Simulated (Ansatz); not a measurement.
# Converging the plane-wave cutoff: CaMgNi4 (R3m, 6 atoms in the cell)

```
CaMgNi4
1.0
    0.00000     3.48248     3.48248
    3.48248     0.00000     3.48248
    3.48248     3.48248     0.00000
Ca Mg Ni
1 1 4
Direct
  0.50414   0.50414   0.50414
  0.75000   0.75000   0.75000
  0.12406   0.12406   0.12406
  0.62782   0.12406   0.12406
  0.12406   0.12406   0.62782
  0.12406   0.62782   0.12406
```
Moments meant for the start (each program seeds them in its own way; μB, in the order of the atoms Ca Mg Ni Ni Ni Ni): 0.0 0.0 2.0 2.0 2.0 2.0.

Method of the run: LDA (PW92), default PAW files made with PBE (plane waves; Ansatz, a program for electronic structure).

Base settings: basis.ecutwfc = 420 eV; kpoints.mp_grid.grid = 4 4 4; hamiltonian.xc = lda; hamiltonian.pseudopotentials = {kind: paw} (the program's default PAW files); magnetization.spin_polarized = true; scf.occupations.method = fermi_dirac; scf.occupations.width = 0.1 eV.

The second cell is the first with its lattice scaled by 0.98.

The mesh stays at the base's, so the ladder's end is converged at best in this setting alone.

The first pressure column holds Ansatz's estimate of the finite-basis (Pulay) stress, which hides part of the cutoff error; the other is without it.

Only quantities that move along the ladder and can be compared are tabulated.

The count of work is k-points × plane waves × bands × iterations; it is no time. Core times come from one kind of shared machine, to one figure; runs under 30 s give none.

The starting cell comes from a database of computed structures (which also holds hypothetical and non-ambient phases and stackings), without a prior relaxation at this level. Its lattice was rescaled by up to half a per cent. One atom was moved a little off its site on purpose. The starting moments vanished: the run ended non-magnetic, which need not be the lowest state. The program warned that a starting moment was not kept. In the base run, with a pressure of about -8 GPa the cell is away from its equilibrium volume at this level.

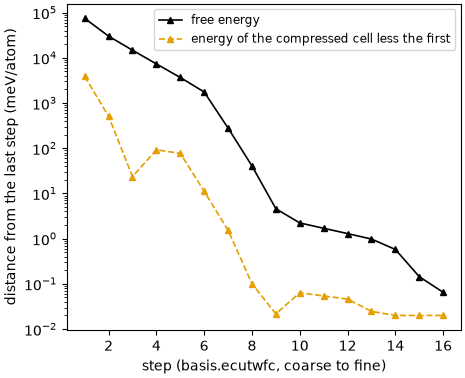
Figure: Distance from the last step along the ladder; very small values are drawn at a floor.

```csv
basis.ecutwfc,free energy less the last step's (meV/atom),energy of the compressed cell less the first (meV/atom),pressure (GPa),pressure without the Pulay estimate (GPa),largest difference of a force vector from the last step's (eV/Å),count of work / last,core time / last (rough)
145 eV,74621.77,3861.94,90.97,-3033.80,4.571,0.044,–
170 eV,30147.72,485.17,-74.13,-1413.56,1.375,0.059,–
190 eV,14743.86,-46.55,-21.69,-766.28,0.131,0.076,–
210 eV,7336.15,69.52,-10.91,-425.31,0.392,0.080,–
230 eV,3678.01,-99.99,-5.32,-239.65,0.243,0.092,–
250 eV,1754.67,-34.12,-5.63,-131.59,0.072,0.12,–
295 eV,279.60,-21.38,-5.69,-34.06,0.020,0.13,–
335 eV,40.60,-23.02,-7.47,-12.75,0.010,0.20,–
380 eV,4.59,-22.90,-7.67,-8.15,0.001,0.21,–
420 eV,2.23,-22.85,-7.69,-7.74,0.000,0.25,–
460 eV,1.70,-22.86,-7.69,-7.73,0.000,0.31,–
505 eV,1.30,-22.87,-7.69,-7.72,0.000,0.32,–
565 eV,0.98,-22.89,-7.70,-7.72,0.000,0.40,–
630 eV,0.58,-22.90,-7.70,-7.73,0.000,0.50,0.6
735 eV,0.14,-22.91,-7.70,-7.71,0.000,0.58,0.7
840 eV,0.07,-22.91,-7.70,-7.70,0.000,0.75,0.7
1010 eV,0.00,-22.92,-7.70,-7.70,0.000,1.0,1
```

Coarsest basis.ecutwfc that holds the energy of the compressed cell less the first within 1 meV/atom of the last step, with all finer ones: 335 eV, at 0.20 of the last step's count of work; the step before is off by 1.5 meV/atom.

Coarsest basis.ecutwfc that holds the forces within 0.005 eV/Å of the last step, with all finer ones: 380 eV, at 0.21 of the last step's count of work; the step before is off by 0.010 eV/Å.

Coarsest basis.ecutwfc that holds the free energy within 2 meV/atom of the last step, with all finer ones: 460 eV, at 0.31 of the last step's count of work; the step before is off by 2.2 meV/atom.

The energy difference between the two cells stays within 1 meV/atom of the last step's from 335 eV on, the total only from 565 eV on: much of the error is common to both cells and cancels.

At the lowest cutoff the pressure without the Pulay estimate lies 3030 GPa under the last step's, the usual sign of Pulay stress in an incomplete plane-wave basis.

Keys are those of Ansatz 0.2.
